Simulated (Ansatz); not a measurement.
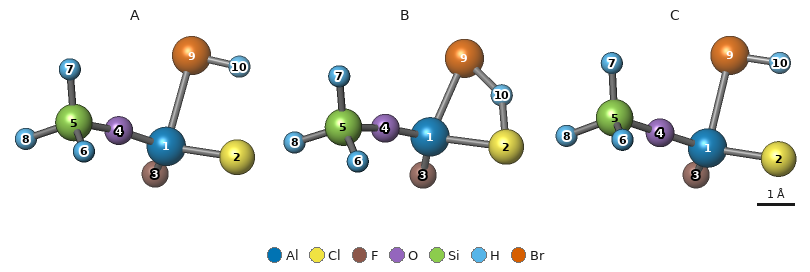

3 geometries from a converged minimum-energy path of AlSiH$_{4}$OBrClF, shuffled. Style: ball-and-stick. Shown at a tilt.

The calculation used RKS B3LYP/def2-SVP in Ansatz 0.2.0. Settings: 5 movable images; climbing image; force threshold 0.03 eV/Å; iteration limit 60; starting path through a guess of the saddle point.

Question: Which frame is the top of the path?

Answer: B. In order along the path, whose images run from 0 to 6: C (image 0, 0.0 kJ/mol), A (image 1, +0.4 kJ/mol), B (image 4, +22.9 kJ/mol). A hydrogen atom shifts from one atom to another. Breaking: Br9–H10 (1.43 → 1.69 at the top → 2.89 Å). Forming: Cl2–H10 (2.96 → 1.63 at the top → 1.30 Å).
